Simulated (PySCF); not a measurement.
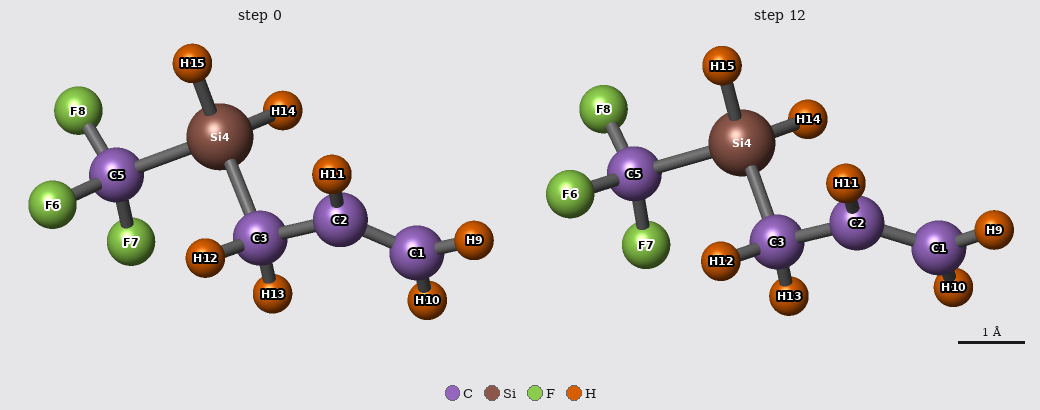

The structure of C4H7F3Si before (left) and after (right) a relaxation, at one scale.

A ball-and-stick model, seen at a tilt.

The start comes from GFN2-xTB. Its atoms were then displaced at random by about 0.01 Å.

All numbers below come from PBE0-D3(BJ)/def2-SVP geometry optimisation, gas phase in PySCF 2.14.0, density-fitted response routines. 

> Describe what moved and what it gained.

The largest move after the best rigid fit is that of H10, 0.24 Å. By element the largest moves are H 0.24 Å, F 0.17 Å, Si 0.10 Å, C 0.08 Å. Among the contacts that change: C3–Si4 1.936 → 1.884 Å, C1–C2 1.292 → 1.335 Å, Si4–H14 1.454 → 1.489 Å, Si4–H15 1.469 → 1.490 Å. Bond angles that change, for instance: Si4–C5–F7 113.7° → 110.9°, Si4–C3–H13 110.1° → 107.5°, H9–C1–H10 114.7° → 117.1°. Over 12 geometry steps the energy falls by 3.90 kcal/mol.
